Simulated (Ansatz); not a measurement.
**CH6OSi: density, localisation and related maps**

Input file:

```
crystal:
  periodic: [false, false, false]
  atoms:
    - { symbol: Si, position_ang: [0.0, 0.0, 0.0] }
    - { symbol: H, position_ang: [0.0, 0.0, 1.46] }
    - { symbol: H, position_ang: [1.3768, 0.0, -0.4862] }
    - { symbol: H, position_ang: [-0.6877, 1.1914, -0.4862] }
    - { symbol: O, position_ang: [-0.7913, -1.3709, -0.5594] }
    - { symbol: C, position_ang: [-1.5365, -2.2685, 0.2501] }
    - { symbol: H, position_ang: [-1.2251, -2.1576, 1.3097] }
    - { symbol: H, position_ang: [-2.6187, -2.04, 0.1571] }
    - { symbol: H, position_ang: [-1.349, -3.3106, -0.083] }
basis:
  gaussian: { orbitals: def2-SVP }
hamiltonian:
  xc: pbe
  dispersion: d4
relax:
  f_tol: 0.02
  max_steps: 40
output:
  orbitals: {}
```

Command:

```sh
ansatz run input.yaml --threads 1 --pin off --max-ram 2048MiB --backend cpu --events-out ev --progress --plain --runs-dir out
```

The fields are those of the run's last geometry, not of the input's.

Theory: RKS PBE-D4/def2-SVP (Ansatz 0.2.0).

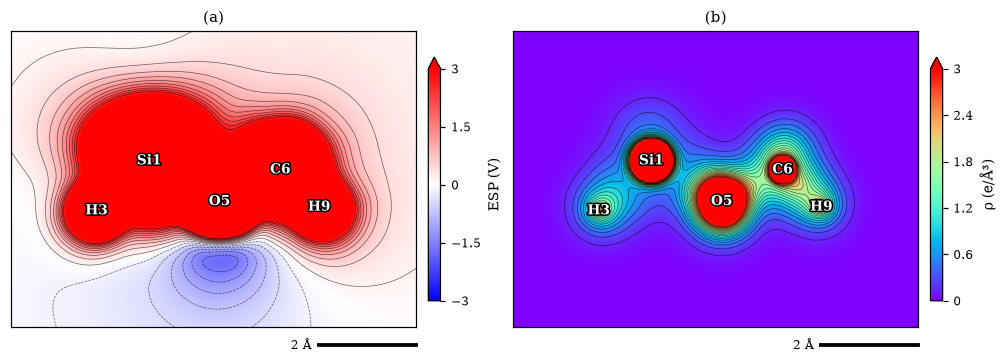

Figure 1. (a) electrostatic potential; (b) total electron density on the plane of atoms O5, C6 and H9.

**What do the fields say about this system?**

The plane passes through Si, H, O and C nuclei. C–O (1.41 Å): ρ is about 2 e/Å³ halfway, with its minimum of 1.7 e/Å³ about 0.5 Å from C. Si–O (1.68 Å): ρ is about 1 e/Å³ halfway. C–H (1.11 Å): ρ is about 1.9 e/Å³ halfway. Si–H (1.50 Å): ρ is about 0.77 e/Å³ halfway. Outside the dense part of the molecule the potential is most negative (−1.7 V) near O5.

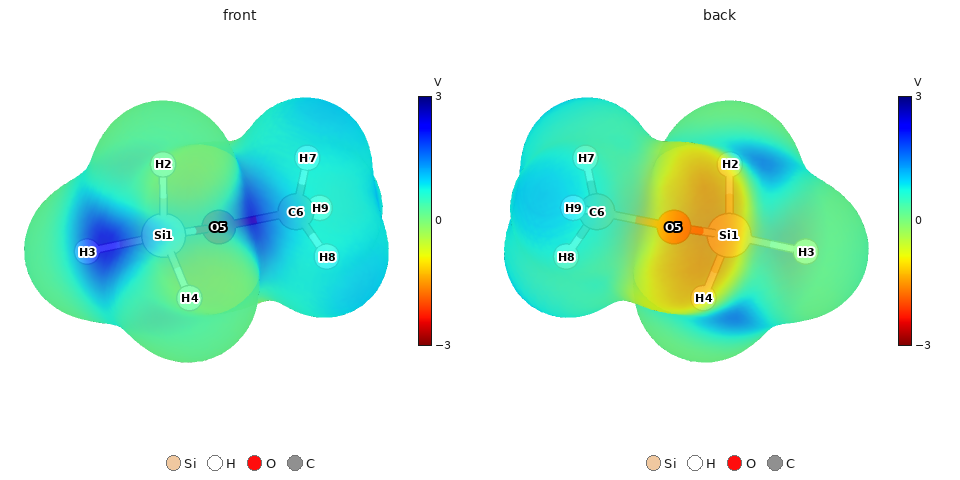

Figure 2. The electrostatic potential painted on the density surface at 0.004 e/bohr³, seen from the front and from behind; the colour scale runs from red (negative) to blue (positive).

**Where is the surface potential most negative and most positive?**

The most negative region (about −1.5 V) lies over O5, the most positive (about +2.2 V) over Si1. O5 is the likeliest acceptor of a hydrogen bond.

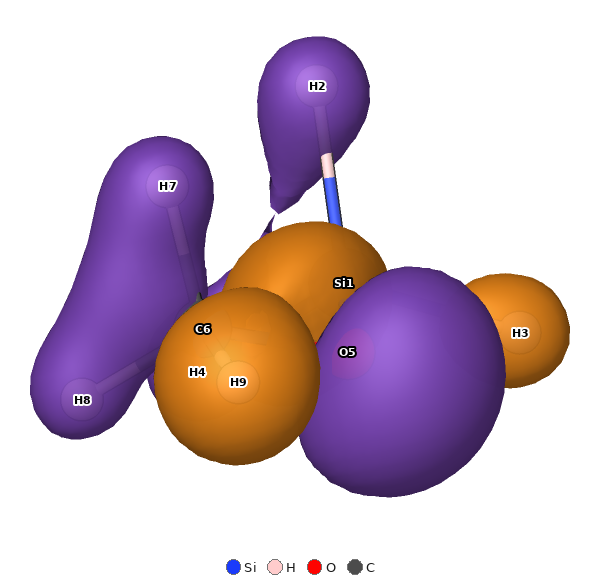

Figure 3. The HOMO−1 at ±0.15 Å⁻³ᐟ² (orange and purple are the two phases), seen at an oblique angle.

**What is the character of this orbital?**

Its weight (Hirshfeld) is mainly on O5 (about 50 %), C6 (about 15 %), Si1 (about 10 %) and H9 (about 5 %). Its energy is −7.12 eV.
